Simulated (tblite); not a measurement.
**Geometry relaxation, with input and output: C5H15AlO2 (part 1 of 3)**

C5H15AlO2, computed with GFN2-xTB geometry optimisation, gas phase (tblite 0.8.0).

It belongs to a series of runs on one base structure; here: H on C replaced by OiPr.

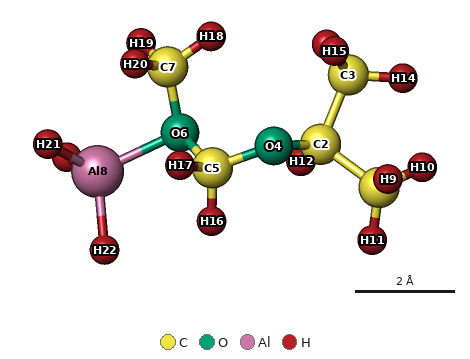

Fig. 1: The starting structure (ball-and-stick view, seen on its broad side; atoms are numbered from 1 in the order of the input). Sticks mark near contacts.

## Summary

| quantity | value |
| --- | --- |
| outcome | converged |
| total energy | −751.0785 eV |
| hardware | 1 CPU thread, shared host |
| wall time | 1.4 s |
| peak memory | 0.18 GiB |

## Input
```
{"job": {"kind": "relax", "xc": "GFN2-xTB", "basis": "xTB"}, "charge": 0, "multiplicity": 1}
C     -2.763700    -0.858500    -0.445800
C     -1.514000    -0.298600     0.218900
C     -2.027100     0.786200     1.141200
O     -0.723100     0.304000    -0.739400
C      0.546600    -0.196600    -0.852800
O      1.349200    -0.120300     0.248500
C      1.587800     1.152000     0.734900
Al     3.005600    -0.781200    -0.254200
H     -3.089200    -0.111100    -1.208000
H     -3.538900    -0.887900     0.342600
H     -2.616900    -1.872000    -0.860800
H     -0.990800    -1.121500     0.775200
H     -1.462100     0.856700     2.091700
H     -3.107800     0.625200     1.303500
H     -1.869500     1.755000     0.587200
H      0.576300    -1.242900    -1.238400
H      1.066400     0.411500    -1.656900
H      0.707900     1.708500     1.052800
H      2.255700     1.085100     1.649200
H      2.115700     1.761300    -0.046900
H      3.861900     0.352800    -0.952600
H      2.793900    -1.961700    -1.322500
H      3.831300    -1.319100     0.988800
```

The first line tells a small driver script what to run in tblite; the rest is the geometry in Å.

Run as:
```bash
OMP_NUM_THREADS=1 python <driver script> task.json out
```

## Output
```
step      E/eV     max force
  0    -749.51228    2.995
  1    -749.96013    2.207
  2    -750.14266    1.340
  3    -750.25976    0.712
  4    -750.35158    0.696
  5    -750.39782    0.540
  6    -750.42233    0.398
  7    -750.44586    0.372
  8    -750.46638    0.301
  9    -750.48315    0.280
 10    -750.49980    0.273
 11    -750.51719    0.312
 12    -750.53284    0.312
 13    -750.54575    0.228
 14    -750.55653    0.192
 15    -750.56592    0.190
 16    -750.57422    0.229
 17    -750.58215    0.243
 18    -750.59090    0.265
 19    -750.60109    0.295
 20    -750.61269    0.312
 21    -750.62456    0.307
 22    -750.63444    0.231
 23    -750.64236    0.233
 24    -750.64994    0.264
 25    -750.65797    0.227
 26    -750.66672    0.232
 27    -750.67557    0.250
 28    -750.68296    0.237
 29    -750.68787    0.160
 30    -750.69157    0.166
 31    -750.69554    0.165
 32    -750.70044    0.242
 33    -750.70690    0.326
 34    -750.71470    0.229
 35    -750.72324    0.291
 36    -750.73163    0.292
 37    -750.74024    0.231
 38    -750.74582    0.237
 39    -750.75349    0.195
 40    -750.76014    0.222
 41    -750.76674    0.214
 42    -750.77243    0.198
 43    -750.77917    0.247
 44    -750.78755    0.303
 45    -750.79994    0.271
 46    -750.81154    0.209
 47    -750.82074    0.219
 48    -750.82767    0.218
 49    -750.83291    0.220
 50    -750.83788    0.148
 51    -750.84299    0.135
 52    -750.84829    0.187
 53    -750.85261    0.216
 54    -750.85742    0.197
 55    -750.86227    0.175
 56    -750.86820    0.184
 57    -750.87439    0.185
 58    -750.88010    0.153
 59    -750.88512    0.160
 60    -750.89004    0.134
 61    -750.89412    0.202
 62    -750.89890    0.168
 63    -750.90326    0.142
 64    -750.91005    0.139
 65    -750.91407    0.160
 66    -750.91974    0.128
 67    -750.92342    0.124
 68    -750.92741    0.163
 69    -750.93160    0.183
 70    -750.93575    0.194
 71    -750.94022    0.162
 72    -750.94460    0.149
 73    -750.94905    0.132
 74    -750.95351    0.122
 75    -750.95812    0.145
 76    -750.96183    0.140
 77    -750.96516    0.196
 78    -750.96859    0.179
 79    -750.97297    0.131
 80    -750.97707    0.101
 81    -750.97934    0.103
 82    -750.98188    0.100
 83    -750.98437    0.120
 84    -750.98770    0.135
 85    -750.99238    0.156
 86    -750.99939    0.213
 87    -751.00807    0.234
 88    -751.01683    0.209
 89    -751.02411    0.184
 90    -751.02968    0.189
 91    -751.03459    0.177
 92    -751.03946    0.193
 93    -751.04391    0.144
 94    -751.04844    0.130
 95    -751.04992    0.163
 96    -751.05251    0.103
 97    -751.05478    0.083
 98    -751.05647    0.089
 99    -751.05839    0.086
100    -751.05966    0.073
101    -751.06050    0.076
102    -751.06118    0.064
103    -751.06191    0.053
104    -751.06273    0.060
105    -751.06361    0.070
106    -751.06449    0.060
107    -751.06529    0.060
108    -751.06597    0.051
109    -751.06661    0.054
110    -751.06731    0.057
111    -751.06806    0.045
112    -751.06872    0.056
113    -751.06919    0.057
114    -751.06960    0.047
115    -751.07015    0.055
116    -751.07093    0.056
117    -751.07182    0.068
118    -751.07256    0.062
119    -751.07313    0.057
120    -751.07356    0.055
121    -751.07410    0.055
122    -751.07466    0.059
123    -751.07512    0.038
124    -751.07545    0.035
125    -751.07569    0.031
126    -751.07588    0.029
127    -751.07603    0.028
128    -751.07618    0.033
129    -751.07636    0.030
130    -751.07657    0.031
131    -751.07679    0.030
132    -751.07697    0.032
133    -751.07712    0.026
134    -751.07722    0.020
135    -751.07730    0.018
136    -751.07737    0.018
137    -751.07744    0.021
138    -751.07752    0.018
139    -751.07760    0.020
140    -751.07766    0.017
141    -751.07772    0.015
142    -751.07779    0.018
143    -751.07786    0.019
144    -751.07791    0.014
145    -751.07796    0.014
146    -751.07801    0.015
147    -751.07807    0.016
148    -751.07813    0.016
149    -751.07819    0.016
150    -751.07824    0.015
151    -751.07829    0.015
152    -751.07834    0.015
153    -751.07838    0.015
154    -751.07842    0.014
155    -751.07845    0.012
156    -751.07848    0.013
157    -751.07851    0.012
158    -751.07852    0.010
```

## Trajectory as extended XYZ (Å, eV, eV/Å), 21 of the 159 frames kept, from step=0 to step=158
```
23
Properties=species:S:1:pos:R:3:forces:R:3 step=0 energy=-749.51228
C    -2.7637   -0.8585   -0.4458   -0.7730  -0.2460  -0.2340
C    -1.5140   -0.2986    0.2189   -1.2000  -1.2110   1.0950
C    -2.0271    0.7862    1.1412    0.2220   1.4190   0.5200
O    -0.7231    0.3040   -0.7394    1.4060   0.4650  -0.7020
C     0.5466   -0.1966   -0.8528    0.0830   0.3830  -2.9290
O     1.3492   -0.1203    0.2485    0.1340  -1.0000   1.6340
C     1.5878    1.1520    0.7349    1.2010   1.8600   0.8210
Al    3.0056   -0.7812   -0.2542    2.5060  -1.5120  -0.6340
H    -3.0892   -0.1111   -1.2080    0.2330  -0.8700   0.3920
H    -3.5389   -0.8879    0.3426    0.1860  -0.5010  -0.7370
H    -2.6169   -1.8720   -0.8608   -0.1430   0.7100  -0.0400
H    -0.9908   -1.1215    0.7752   -0.1320   0.6200  -0.3760
H    -1.4621    0.8567    2.0917   -0.5140  -0.0820  -0.4380
H    -3.1078    0.6252    1.3035    0.8110   0.5350   0.3940
H    -1.8695    1.7550    0.5872   -0.4050  -0.7940   0.6510
H     0.5763   -1.2429   -1.2384   -0.0860   0.1190   0.4740
H     1.0664    0.4115   -1.6569   -0.6350  -0.1970   0.1420
H     0.7079    1.7085    1.0528   -0.4170  -0.2360  -0.1270
H     2.2557    1.0851    1.6492   -0.4370  -0.1810  -0.9950
H     2.1157    1.7613   -0.0469   -0.2180  -0.2330   0.5250
H     3.8619    0.3528   -0.9526   -0.5640   0.4090   0.0590
H     2.7939   -1.9617   -1.3225   -0.5510   0.2540   0.2400
H     3.8313   -1.3191    0.9888   -0.7070   0.2890   0.2640
23
Properties=species:S:1:pos:R:3:forces:R:3 step=8 energy=-750.46638
C    -2.7876   -0.8819   -0.4606    0.0120   0.0000  -0.0560
C    -1.5531   -0.2871    0.2312   -0.2420  -0.0340   0.1220
C    -2.0184    0.8347    1.1765    0.0100   0.0250   0.0230
O    -0.6859    0.3261   -0.7423    0.0790   0.0770   0.1360
C     0.5765   -0.1848   -0.9064   -0.0900  -0.0490  -0.2170
O     1.4162   -0.1313    0.2322    0.1380  -0.0160   0.1450
C     1.6088    1.1784    0.7457    0.1420   0.1460   0.0200
Al    3.2502   -0.9037   -0.3258   -0.2580  -0.0750   0.1350
H    -3.1092   -0.1813   -1.2304   -0.0250  -0.0960   0.0470
H    -3.5917   -0.9993    0.2684    0.1410  -0.0710  -0.1560
H    -2.6020   -1.8525   -0.9183    0.1450   0.1320  -0.0100
H    -0.9926   -1.0684    0.7643   -0.1000   0.1090  -0.0060
H    -1.4542    0.8619    2.1083    0.0190   0.0300  -0.1410
H    -3.0739    0.7205    1.4183    0.1420   0.0230   0.0620
H    -1.8979    1.7758    0.6379   -0.0260  -0.0340   0.1700
H     0.5779   -1.2426   -1.1905   -0.0480  -0.1280  -0.0110
H     1.0338    0.4075   -1.7071   -0.0470   0.0460  -0.1740
H     0.6695    1.6592    1.0313   -0.0090  -0.2250  -0.0430
H     2.2631    1.0805    1.6125   -0.0340  -0.0560  -0.0160
H     2.1140    1.7899   -0.0047   -0.0060   0.1380  -0.0060
H     3.7879    0.4326   -0.9664    0.0270  -0.0340  -0.0470
H     2.7123   -2.0030   -1.3308    0.1350   0.0220   0.1240
H     3.7518   -1.3041    1.1128   -0.1080   0.0710  -0.1020
23
Properties=species:S:1:pos:R:3:forces:R:3 step=16 energy=-750.57422
C    -2.7597   -0.8807   -0.4988    0.0490   0.0190  -0.0250
C    -1.5716   -0.2488    0.2441   -0.1640  -0.0610   0.1470
C    -2.0194    0.8610    1.2098    0.0040   0.0210   0.0350
O    -0.6548    0.3748   -0.6785   -0.1070  -0.0110  -0.0030
C     0.5657   -0.1912   -0.9347   -0.1400   0.0360  -0.0980
O     1.4931   -0.1132    0.1441    0.0970  -0.0250   0.0440
C     1.6317    1.1778    0.7244   -0.0130   0.0090   0.0110
Al    3.2076   -0.9047   -0.3031    0.0250  -0.0650   0.0440
H    -3.1412   -0.2046   -1.2611    0.0850   0.0510   0.0720
H    -3.5690   -1.1031    0.1990    0.1960   0.0240  -0.0470
H    -2.4661   -1.8117   -0.9818    0.0470   0.0910  -0.0120
H    -1.0528   -1.0388    0.8029    0.0590   0.0370  -0.0450
H    -1.3892    0.8717    2.0974   -0.0420   0.0400  -0.0130
H    -3.0538    0.7454    1.5242    0.0800  -0.1050  -0.0370
H    -1.9257    1.8213    0.7049   -0.0540  -0.0520  -0.0080
H     0.5330   -1.2624   -1.1767   -0.0780   0.0400   0.0060
H     0.9607    0.3718   -1.7899    0.0180  -0.0280  -0.0620
H     0.6462    1.5422    1.0124    0.0310   0.1010   0.0580
H     2.2762    1.0630    1.5988   -0.0650  -0.0630  -0.0900
H     2.1082    1.8760    0.0277   -0.0940  -0.0620   0.0090
H     3.7703    0.3909   -0.9879    0.1250   0.0630  -0.0870
H     2.7512   -2.0473   -1.2664   -0.0420  -0.1020  -0.0200
H     3.6547   -1.2624    1.1451   -0.0160   0.0410   0.1230
23
Properties=species:S:1:pos:R:3:forces:R:3 step=24 energy=-750.64994
C    -2.6805   -0.8569   -0.5247    0.0050  -0.0020   0.0050
C    -1.5519   -0.2168    0.2784   -0.1080  -0.0220   0.1160
C    -2.0289    0.8615    1.2538   -0.0200   0.0430   0.0320
O    -0.6575    0.4433   -0.6337   -0.0570   0.0160  -0.0280
C     0.5019   -0.1815   -0.9854   -0.0050   0.0530  -0.0050
O     1.4991   -0.0896    0.0329    0.2360  -0.0940   0.0710
C     1.6128    1.1663    0.6954    0.0110  -0.0380  -0.0290
Al    3.2055   -0.9257   -0.2766    0.0150   0.0490   0.0050
H    -3.0876   -0.1384   -1.2323   -0.0360  -0.0050   0.0870
H    -3.4630   -1.2045    0.1451    0.0110  -0.0110  -0.0800
H    -2.2833   -1.7040   -1.0797   -0.0950  -0.0030  -0.0500
H    -1.0400   -1.0121    0.8355    0.1950   0.0730  -0.0740
H    -1.3589    0.9280    2.1090   -0.0570   0.0030   0.0080
H    -3.0340    0.6631    1.6128    0.0260  -0.0450  -0.0080
H    -2.0192    1.8187    0.7380   -0.1130   0.0000  -0.0130
H     0.3965   -1.2602   -1.1718    0.0300   0.0780   0.0020
H     0.8568    0.3194   -1.8940    0.0160   0.0260  -0.0110
H     0.6389    1.5062    1.0493    0.0020  -0.0520  -0.0210
H     2.2774    0.9869    1.5445    0.0080   0.0510  -0.1530
H     2.0426    1.9225    0.0325    0.0110  -0.0600   0.0300
H     3.8659    0.3157   -1.0461   -0.0290  -0.1670   0.1140
H     2.7611   -2.1468   -1.1756   -0.0330   0.0620   0.0830
H     3.5415   -1.1682    1.2490   -0.0130   0.0460  -0.0800
23
Properties=species:S:1:pos:R:3:forces:R:3 step=32 energy=-750.70044
C    -2.6299   -0.8450   -0.5307   -0.0120   0.0230   0.0140
C    -1.5270   -0.1937    0.3014   -0.0340   0.0200   0.0350
C    -2.0602    0.8518    1.2850   -0.0300  -0.0090   0.0010
O    -0.6549    0.5051   -0.6053    0.0200   0.0540  -0.1020
C     0.4677   -0.1516   -1.0178    0.0640   0.0220  -0.0280
O     1.5260   -0.0806   -0.0589    0.1650  -0.0830   0.1560
C     1.6222    1.1426    0.6554    0.0430   0.0570  -0.0250
Al    3.2003   -0.9546   -0.2341    0.0200   0.1160  -0.0530
H    -3.0809   -0.0795   -1.1575   -0.0470  -0.0270   0.0050
H    -3.3976   -1.2937    0.0913    0.0430   0.0050   0.0860
H    -2.2122   -1.6169   -1.1735    0.0050   0.0230  -0.0070
H    -0.9358   -0.9502    0.8331   -0.1130  -0.0700   0.0290
H    -1.3785    0.9894    2.1231   -0.0210   0.0100  -0.0650
H    -3.0284    0.5630    1.6809   -0.0040  -0.0720  -0.0150
H    -2.1676    1.7998    0.7610   -0.0300  -0.0510   0.0100
H     0.3243   -1.2269   -1.1827   -0.0010   0.0080  -0.0540
H     0.8008    0.3208   -1.9473   -0.0420   0.1060  -0.0470
H     0.6450    1.4227    1.0483    0.0530   0.0310   0.0500
H     2.3297    0.9656    1.4682   -0.0310  -0.0100  -0.0930
H     2.0020    1.9363    0.0117   -0.0030   0.0580  -0.0450
H     3.9520    0.1934   -1.0354   -0.0040  -0.0660   0.0630
H     2.7256   -2.1929   -1.0648   -0.0710  -0.0790   0.0040
H     3.4727   -1.0779    1.3043    0.0320  -0.0650   0.0820
23
Properties=species:S:1:pos:R:3:forces:R:3 step=40 energy=-750.76014
C    -2.6157   -0.8269   -0.5256   -0.0020   0.0150  -0.0110
C    -1.5122   -0.1679    0.2931    0.0340  -0.0460   0.0210
C    -2.1255    0.8175    1.2879    0.0350  -0.0370  -0.0260
O    -0.6261    0.5535   -0.5796   -0.0720   0.1790  -0.1100
C     0.4900   -0.0859   -1.0570   -0.1360   0.0520  -0.0130
O     1.5695   -0.0675   -0.1217    0.0150   0.1010   0.0360
C     1.6790    1.1552    0.5875    0.0460   0.0730   0.0620
Al    3.1978   -1.0216   -0.1585   -0.0260   0.0930  -0.0370
H    -3.1717   -0.0542   -1.0505   -0.0270  -0.0510  -0.0330
H    -3.2853   -1.3591    0.1448   -0.0030  -0.0760  -0.1150
H    -2.1989   -1.5181   -1.2536   -0.0390  -0.0230   0.0090
H    -0.9356   -0.9283    0.8280    0.0550  -0.1240   0.0700
H    -1.4379    1.0612    2.0950   -0.0050   0.0270  -0.0600
H    -3.0175    0.3650    1.7141    0.0420   0.0970   0.0660
H    -2.4033    1.7313    0.7671    0.0130  -0.0490   0.0210
H     0.3254   -1.1449   -1.2867    0.0620  -0.0200  -0.0310
H     0.7923    0.4541   -1.9676   -0.0440  -0.0170   0.1200
H     0.7302    1.3796    1.0779    0.0720   0.0980   0.0020
H     2.4544    0.9995    1.3372    0.0670   0.0160  -0.0600
H     1.9625    1.9741   -0.0796   -0.0480  -0.0550   0.0280
H     4.0617    0.0400   -0.9637   -0.0310  -0.0920   0.0140
H     2.5949   -2.2568   -0.9230    0.0310  -0.0630   0.0060
H     3.4671   -1.0726    1.3905   -0.0380  -0.0980   0.0390
23
Properties=species:S:1:pos:R:3:forces:R:3 step=47 energy=-750.82074
C    -2.6031   -0.8444   -0.5468   -0.0760  -0.1090  -0.0070
C    -1.5221   -0.1743    0.2980    0.0010  -0.0290  -0.1070
C    -2.1588    0.7865    1.3014    0.0160  -0.0280  -0.0100
O    -0.6537    0.6010   -0.5497    0.0700   0.0620  -0.0760
C     0.4667    0.0073   -1.0760    0.0330   0.0020   0.0290
O     1.5712    0.0006   -0.1603   -0.0350   0.0430  -0.0370
C     1.7475    1.2184    0.5494    0.0010  -0.0170  -0.0990
Al    3.1501   -1.0802   -0.0886   -0.0580  -0.1070   0.0830
H    -3.2561   -0.0968   -0.9911    0.0710   0.0170   0.0060
H    -3.1986   -1.5000    0.0793   -0.0670  -0.0280   0.0660
H    -2.1758   -1.4478   -1.3430    0.1060   0.0400  -0.0270
H    -0.9249   -0.9400    0.8126   -0.0220   0.0380   0.0320
H    -1.4373    1.1493    2.0272    0.0640  -0.0180   0.0040
H    -2.9631    0.2858    1.8305    0.0170  -0.0610   0.0470
H    -2.5776    1.6425    0.7791    0.0480  -0.0220  -0.0810
H     0.3463   -1.0468   -1.3632   -0.0580   0.0500   0.0640
H     0.7368    0.5953   -1.9690   -0.0060   0.0020   0.1850
H     0.8608    1.4374    1.1531    0.1620  -0.0430   0.0130
H     2.6270    1.0454    1.1790   -0.1320   0.1610  -0.0680
H     1.9148    2.0448   -0.1485    0.0740  -0.0490   0.0760
H     4.1276   -0.1554   -0.9127   -0.0490   0.0320   0.0140
H     2.5313   -2.3451   -0.7773   -0.0800  -0.0080  -0.0840
H     3.3861   -1.1564    1.4726   -0.0810   0.0720  -0.0230
23
Properties=species:S:1:pos:R:3:forces:R:3 step=55 energy=-750.86227
C    -2.5888   -0.8806   -0.5592   -0.0160   0.0020  -0.0310
C    -1.5253   -0.1927    0.2926    0.0170  -0.0440  -0.0330
C    -2.1692    0.7474    1.2997    0.0100  -0.0210   0.0440
O    -0.6877    0.6325   -0.5356    0.1740   0.0200   0.0020
C     0.4468    0.0762   -1.0656    0.1480   0.0180   0.0050
O     1.5598    0.0406   -0.1598   -0.0220   0.0390   0.0330
C     1.8071    1.2699    0.5073    0.0210   0.0070  -0.0190
Al    3.0710   -1.1526   -0.0361   -0.0770   0.0360   0.0440
H    -3.2739   -0.1306   -0.9468   -0.0040  -0.0230  -0.0450
H    -3.1525   -1.5950    0.0369    0.0760   0.0280  -0.0240
H    -2.1335   -1.3979   -1.4008   -0.0040  -0.0430   0.0400
H    -0.9011   -0.9381    0.8001    0.0230  -0.0400   0.0210
H    -1.4189    1.1858    1.9486    0.0450   0.0430   0.0630
H    -2.8891    0.2115    1.9074   -0.0610  -0.0150   0.0270
H    -2.6671    1.5453    0.7567   -0.0460   0.0210   0.0450
H     0.3256   -0.9679   -1.3886    0.0460   0.0830  -0.0060
H     0.7233    0.7205   -1.9123   -0.0260  -0.0760  -0.0270
H     1.0038    1.4840    1.2170    0.0130   0.0540  -0.0930
H     2.7447    1.1422    1.0518   -0.0020  -0.0690  -0.0420
H     1.9145    2.0912   -0.2090   -0.0800  -0.0920   0.0390
H     4.1175   -0.2946   -0.8439   -0.0320   0.0400  -0.0180
H     2.4227   -2.3988   -0.7321   -0.1090   0.0110  -0.0390
H     3.2656   -1.1716    1.5276   -0.0930   0.0210   0.0140
23
Properties=species:S:1:pos:R:3:forces:R:3 step=63 energy=-750.90326
C    -2.5300   -0.9000   -0.5833   -0.0210  -0.0300  -0.0340
C    -1.4913   -0.2027    0.2959   -0.0710  -0.0110  -0.0300
C    -2.1655    0.6975    1.3214   -0.0540   0.0130   0.0190
O    -0.6654    0.6786   -0.4876    0.0090  -0.0870  -0.0520
C     0.4625    0.1452   -1.0548   -0.0120  -0.0330  -0.0360
O     1.5594    0.0748   -0.1528   -0.0710   0.0900  -0.0830
C     1.8684    1.3116    0.4629    0.0360   0.0670  -0.0670
Al    2.9311   -1.2073    0.0229    0.0230   0.0770  -0.0480
H    -3.2576   -0.1752   -0.9438    0.0360  -0.0210   0.0160
H    -3.0480   -1.6675   -0.0107    0.0390   0.0790  -0.0160
H    -2.0687   -1.3708   -1.4492    0.0670  -0.0060   0.0600
H    -0.8579   -0.9547    0.7895    0.0270   0.0800  -0.0230
H    -1.4153    1.2231    1.9035   -0.0030  -0.0180   0.1040
H    -2.8111    0.1283    1.9813    0.0370  -0.0640   0.0350
H    -2.7658    1.4359    0.7974   -0.0070   0.0370  -0.0020
H     0.3369   -0.8822   -1.4140   -0.0040  -0.0570  -0.0290
H     0.7250    0.8075   -1.8919    0.0300  -0.0040   0.0240
H     1.1408    1.5614    1.2363   -0.0180  -0.0460   0.0090
H     2.8599    1.1953    0.8981    0.0250  -0.0230   0.0610
H     1.8854    2.1053   -0.2854    0.0350   0.0520  -0.0280
H     4.0604   -0.4219   -0.7696   -0.0340  -0.0510   0.0260
H     2.2098   -2.4081   -0.7032   -0.0400   0.0410   0.0480
H     3.0322   -1.1471    1.5929   -0.0290  -0.0830   0.0440
```
